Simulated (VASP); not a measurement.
# Driving VASP from ASE on TiSb2

Do ASE scripts that read TiSb2 from different structure formats give one answer, and do several routes find one equilibrium volume? All runs use PBEsol. Left out of this account: 1 further run (self-consistent run: a reference on another mesh). The start is a cell from a database of measured crystal structures.

Program: VASP 6.6.1. Level of theory: PBEsol; plane waves and PAW (Ti_sv, Sb). Results are calculated unless marked as measured.

### 1. The structure

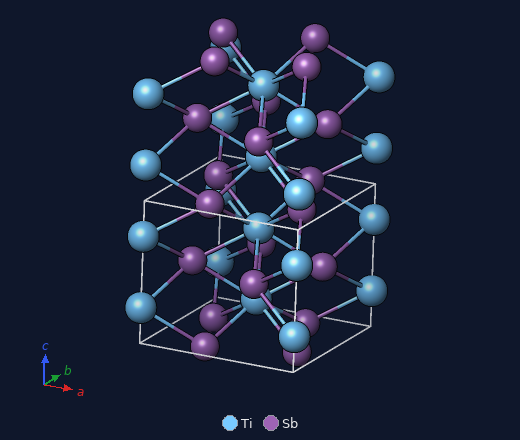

Start, viewed from a free direction; titanium blue, antimony purple. 1×1×2 cells are drawn. This picture shows the conventional cell, with its axes. Some periodic images of atoms are drawn too.

As a file:

```cif
data_structure
_symmetry_space_group_name_H-M 'I4/mcm'
_symmetry_Int_Tables_number 140
_cell_length_a 6.6600
_cell_length_b 6.6600
_cell_length_c 5.8180
_cell_angle_alpha 90.000
_cell_angle_beta 90.000
_cell_angle_gamma 90.000
_cell_volume 258.06
loop_
_atom_site_label
_atom_site_type_symbol
_atom_site_symmetry_multiplicity
_atom_site_Wyckoff_symbol
_atom_site_fract_x
_atom_site_fract_y
_atom_site_fract_z
_atom_site_occupancy
Ti1 Ti 4 a 0.00000 0.00000 0.25000 1
Sb1 Sb 8 h 0.15156 0.65156 0.00000 1
```

### 2. Total energy, forces and stress (PBEsol, through ASE)

A single point through ASE, with the structure read from a POSCAR.

run.py reads:

```python
import numpy as np
from ase.calculators.vasp import Vasp
from ase.io import read
from ase.dft.bandgap import bandgap

atoms = read('structure.vasp')

calc = Vasp(
    xc='pbesol',
    pp='PBE',
    prec='Accurate',
    encut=400,
    ediff=1e-06,
    nelm=100,
    ismear=-1,
    sigma=0.05,
    lreal=False,
    algo='Normal',
    nbands=28,
    lasph=True,
    lorbit=11,
    lwave=False,
    lcharg=False,
    kpar=4,
    isif=2,
    pp_version='64',
    setups={'Ti': '_sv', 'Sb': ''},
    kpts=(7, 7, 7),
    gamma=True,
    txt='vasp.out',
)
atoms.calc = calc

print("energy (eV):", round(atoms.get_potential_energy(), 6))
print("Fermi level (eV):", round(calc.get_fermi_level(), 4))
print("forces (eV/A):")
print(np.round(atoms.get_forces(), 4))
print("stress (GPa, Voigt, tension positive):", np.round(atoms.get_stress() * 160.21766, 3))
gap, p1, p2 = bandgap(calc, direct=False)
print("gap on the mesh (eV):", round(gap, 4))
```

structure.vasp reads:

```
TiSb2
1.0
   -3.3300000000      3.3300000000      2.9090000000
    3.3300000000     -3.3300000000      2.9090000000
    3.3300000000      3.3300000000     -2.9090000000
Ti Sb
2 4
Direct
    0.2500000000      0.2500000000      0.0000000000
    0.7500000000      0.7500000000      0.0000000000
    0.6515600000      0.1515600000      0.8031200000
    0.1515600000      0.3484400000      0.5000000000
    0.3484400000      0.8484400000      0.1968800000
    0.8484400000      0.6515600000      0.5000000000
```

Potentials, in the order of the species: Ti_sv and Sb (PBE family, release 64).

Launch:

```bash
> export ASE_VASP_COMMAND="mpirun -np 4 vasp_std"
> python run.py
```

Output:

```text
energy (eV): -37.703986
Fermi level (eV): 9.5444
forces (eV/A):
[[ 0.     -0.     -0.    ]
 [-0.     -0.     -0.    ]
 [ 0.1326  0.1326  0.    ]
 [-0.1326  0.1326  0.    ]
 [-0.1326 -0.1326 -0.    ]
 [ 0.1326 -0.1326 -0.    ]]
stress (GPa, Voigt, tension positive): [ 1.81   1.81   3.154 -0.    -0.    -0.   ]
gap on the mesh (eV): 0.0
```

Wall time 39 s (4 MPI ranks of AMD EPYC 7R43, shared host); peak memory 0.88 GiB.

The logs omit lines about the potential files and the build; timing stands in the text.

The INCAR that ASE wrote:

```
ENCUT = 400.000000
SIGMA = 0.050000
EDIFF = 1.00e-06
ALGO = Normal
GGA = PS
PREC = Accurate
ISIF = 2
ISMEAR = -1
KPAR = 4
LORBIT = 11
NBANDS = 28
NELM = 100
LASPH = .TRUE.
LCHARG = .FALSE.
LWAVE = .FALSE.
LREAL = .FALSE.
```

The KPOINTS that ASE wrote:

```
KPOINTS created by Atomic Simulation Environment
0
Gamma
7 7 7
0 0 0
```

vasp.out:

```text
[banner, memory and clock lines left out]
running    4 mpi-ranks, on    1 nodes
 distrk:  each k-point on    1 cores,    4 groups
 distr:  one band on    1 cores,    1 groups

 POSCAR found type information on POSCAR TiSb
 POSCAR found :  2 types and       6 ions
|                                                                             |
|               ----> ADVICE to this user running VASP <----                  |
|                                                                             |
|     You enforced a specific xc type in the INCAR file but a different       |
|     [... a line on the potential file left out ...]
|     I HOPE YOU KNOW WHAT YOU ARE DOING!                                     |
|                                                                             |

 LDA part: xc-table for (Slater+PW92), standard interpolation
 POSCAR, INCAR and KPOINTS ok, starting setup
 FFT: planning ... GRIDC
 FFT: planning ... GRID_SOFT
 FFT: planning ... GRID
 WAVECAR not read
 entering main loop
       N       E                     dE             d eps       ncg     rms          rms(c)
DAV:   1     0.380097851865E+03    0.38010E+03   -0.17082E+04  2288   0.126E+03
DAV:   2     0.836551898498E+01   -0.37173E+03   -0.36285E+03  2380   0.382E+02
DAV:   3    -0.358431760342E+02   -0.44209E+02   -0.43473E+02  3636   0.118E+02
DAV:   4    -0.402385353232E+02   -0.43954E+01   -0.43741E+01  3512   0.311E+01
DAV:   5    -0.405018878262E+02   -0.26335E+00   -0.26326E+00  3196   0.623E+00    0.145E+01
DAV:   6    -0.394001929309E+02    0.11017E+01   -0.43025E+01  3220   0.384E+01    0.905E+00
DAV:   7    -0.378531072555E+02    0.15471E+01   -0.15699E+01  3148   0.231E+01    0.496E+00
DAV:   8    -0.377127142679E+02    0.14039E+00   -0.13072E+00  2864   0.793E+00    0.903E-01
DAV:   9    -0.377099144966E+02    0.27998E-02   -0.68664E-02  3380   0.203E+00    0.533E-01
DAV:  10    -0.377096930341E+02    0.22146E-03   -0.11587E-02  3584   0.861E-01    0.120E-01
DAV:  11    -0.377095009510E+02    0.19208E-03   -0.22967E-03  3108   0.345E-01    0.583E-02
DAV:  12    -0.377094844319E+02    0.16519E-04   -0.18822E-04  3128   0.831E-02    0.514E-03
DAV:  13    -0.377094830550E+02    0.13769E-05   -0.64055E-06  2888   0.195E-02    0.271E-03
DAV:  14    -0.377094832218E+02   -0.16681E-06   -0.45356E-07  1624   0.432E-03
   1 F= -.37709483E+02 E0= -.37703986E+02  d E =-.109954E-01
```

From OUTCAR (step 2):

```text
ion  position               nearest neighbor table
   1  0.250  0.250  0.000-   2 2.91   2 2.91   4 2.92   4 2.92   6 2.92   6 2.92   3 2.92   5 2.92
                             3 2.92   5 2.92
   2  0.750  0.750  0.000-   1 2.91   1 2.91   6 2.92   6 2.92   4 2.92   4 2.92   5 2.92   3 2.92
                             5 2.92   3 2.92
   3  0.652  0.152  0.803-   5 2.85   2 2.92   1 2.92   2 2.92   1 2.92   5 3.45   5 3.45   6 3.54
                             4 3.54   4 3.54   6 3.54   6 3.58   4 3.58   4 3.58   6 3.58
   4  0.152  0.348  0.500-   6 2.85   1 2.92   2 2.92   1 2.92   2 2.92   6 3.45   6 3.45   5 3.54
                             3 3.54   3 3.54   5 3.54   3 3.58   5 3.58   3 3.58   5 3.58
   5  0.348  0.848  0.197-   3 2.85   1 2.92   2 2.92   1 2.92   2 2.92   3 3.45   3 3.45   6 3.54
                             4 3.54   6 3.54   4 3.54   6 3.58   4 3.58   6 3.58   4 3.58
   6  0.848  0.652  0.500-   4 2.85   2 2.92   1 2.92   2 2.92   1 2.92   4 3.45   4 3.45   5 3.54
                             3 3.54   3 3.54   5 3.54   3 3.58   5 3.58   5 3.58   3 3.58

  LATTYP: Found a body centered tetragonal cell.
 ALAT       =     6.6600000000
 C/A-ratio  =     0.8735735736

 Subroutine GETGRP returns: Found 16 space group operations
 (whereof  8 operations were pure point group operations)

The static configuration has the point symmetry C_4h.
 The point group associated with its full space group is D_4h.

 Found     40 irreducible k-points:

   k-points           NKPTS =     40   k-points in BZ     NKDIM =     40   number of bands    NBANDS=     28

   dimension x,y,z NGX =    36 NGY =   36 NGZ =   36
   dimension x,y,z NGXF=    72 NGYF=   72 NGZF=   72

   ENCUT  =  400.0 eV  29.40 Ry    5.42 a.u.   9.03  9.03  9.03*2*pi/ulx,y,z

   NELECT =      44.0000    total number of electrons

 k-points in reciprocal lattice and weights: KPOINTS created by Atomic Simulation Env
   0.00000000  0.00000000  0.00000000       0.003
   0.14285714 -0.00000000  0.00000000       0.023
   0.28571429 -0.00000000  0.00000000       0.023
   0.42857143 -0.00000000  0.00000000       0.023
   0.14285714  0.14285714  0.00000000       0.023
   0.28571429  0.14285714  0.00000000       0.047
   0.42857143  0.14285714  0.00000000       0.047
  -0.42857143  0.14285714 -0.00000000       0.047
  -0.28571429  0.14285714 -0.00000000       0.047
[...]
-0.42857143  0.42857143  0.42857143       0.012
  -0.42857143 -0.42857143  0.42857143       0.006

 average (electrostatic) potential at core
       1 -71.2084       2 -71.2084       3 -82.8933       4 -82.8933       5 -82.8933
       6 -82.8933

 E-fermi :   9.5444

 k-point     1 :       0.0000    0.0000    0.0000
  band No.  band energies     occupation
    ...
     18       6.6128      2.00000
     19       6.6128      2.00000
     20       7.0912      2.00000
     21       7.9696      2.00000
     22       8.7188      2.00000
     23       9.9578      0.00051
     24      10.3742      0.00000
     25      11.0190      0.00000
     26      11.0190      0.00000
     27      11.3027      0.00000
    ...

 k-point     2 :       0.1429   -0.0000    0.0000
  band No.  band energies     occupation
    ...
     18       6.8119      2.00000
     19       7.0387      2.00000
     20       7.3154      2.00000
     21       7.9364      2.00000
     22       8.7290      2.00000
     23      10.2498      0.00000
     24      10.3671      0.00000
     25      10.8645      0.00000
     26      10.9139      0.00000
     27      11.3738      0.00000
    ...

 k-point     3 :       0.2857   -0.0000    0.0000
  band No.  band energies     occupation
    ...
     18       7.4567      2.00000
     19       7.6044      2.00000
     20       7.9147      2.00000
     21       8.5317      2.00000
     22       8.8012      2.00000
     23      10.2103      0.00000
     24      10.4305      0.00000
     25      10.5865      0.00000
     26      10.6618      0.00000
     27      11.4254      0.00000
    ...

  Total       -1.4577150     -1.4577150     -2.5404110      0.0000000      0.0000000      0.0000000
  in kB      -18.1005183    -18.1005183    -31.5444086      0.0000000      0.0000000      0.0000000
  external PRESSURE =     -22.5818151 kB  Pullay stress =       0.0000000 kB

  energy-cutoff  :      400.00
  volume of cell :      129.03
      direct lattice vectors                 reciprocal lattice vectors
    -3.330000000  3.330000000  2.909000000     0.000000000  0.150150150  0.171880371
     3.330000000 -3.330000000  2.909000000     0.150150150  0.000000000  0.171880371
     3.330000000  3.330000000 -2.909000000     0.150150150  0.150150150  0.000000000

 POSITION                                       TOTAL-FORCE (eV/Angst)
 -----------------------------------------------------------------------------------
      0.00000      0.00000      1.45450         0.000000     -0.000000     -0.000000
      0.00000      0.00000      4.36350        -0.000000     -0.000000     -0.000000
      1.00939      4.33939      0.00000         0.132637      0.132637      0.000000
      2.32061      1.00939      0.00000        -0.132637      0.132637      0.000000
      2.32061     -1.00939      2.90900        -0.132637     -0.132637     -0.000000
      1.00939      2.32061      2.90900         0.132637     -0.132637     -0.000000
 -----------------------------------------------------------------------------------
    total drift:                                0.000000     -0.000000     -0.000000

  FREE ENERGIE OF THE ION-ELECTRON SYSTEM (eV)
  ---------------------------------------------------
  free  energy   TOTEN  =       -37.7094832218 eV

  energy  without entropy=      -37.6984877935  energy(sigma->0) =      -37.70398551

 total charge
# of ion       s       p       d       tot
------------------------------------------
    1        2.156   6.098   1.995  10.249
    2        2.156   6.098   1.995  10.249
    3        1.155   1.252   0.046   2.453
    4        1.155   1.252   0.046   2.453
    5        1.155   1.252   0.046   2.453
    6        1.155   1.252   0.046   2.453
--------------------------------------------------
tot          8.932  17.205   4.176  30.313

[... 3 further parts left out ...]
```

The PAW data sets were made with PBE, which is usual practice but a small mismatch for other functionals. At this level the cell is under a tension of 2.3 GPa, so at these settings it is away from equilibrium.

This step gave:

* SCF cycles: 14
* electrons: 44
* bands: 28
* irreducible k-points: 40
* symmetry operations: 16
* free energy (TOTEN): -37.71 eV
* energy at zero smearing: -37.70 eV
* Fermi energy: 9.544 eV
* pressure: -2.258 GPa
* metallic: yes

Force by atom:

```tsv
atom	x (eV/Å)	y (eV/Å)	z (eV/Å)	size
Ti1	0.000	0.000	0.000	0.000
Ti2	0.000	0.000	0.000	0.000
Sb3	0.133	0.133	0.000	0.188
Sb4	-0.133	0.133	0.000	0.188
Sb5	-0.133	-0.133	0.000	0.188
Sb6	0.133	-0.133	0.000	0.188
```

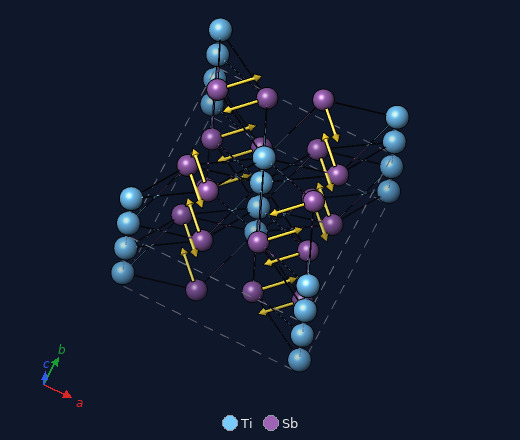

Force as arrows, the longest 0.188 eV/Å. 1×1×2 conventional cells are drawn. Some periodic images of atoms are drawn too.

The pressure is -2.26 GPa and the largest force 0.188 eV/Å, so the cell is not at a minimum at these settings.

(Part 1 of 4 ends here.)

[Lines on the potential files, build, host, timing and source positions are cut from VASP's logs without a mark.]

[Logs are printed without paths, hosts, clocks, repeated set-up lines and the standing remarks that a program may print on its own settings, such as how far it seeks lower states.]

[Hosts, paths, dates, database ids (printed as entryN), source tags and the programs' standing remarks are cut or masked in the printed files.]

[A measured line is paired with the nearest computed mode of its activity, which favours agreement.]
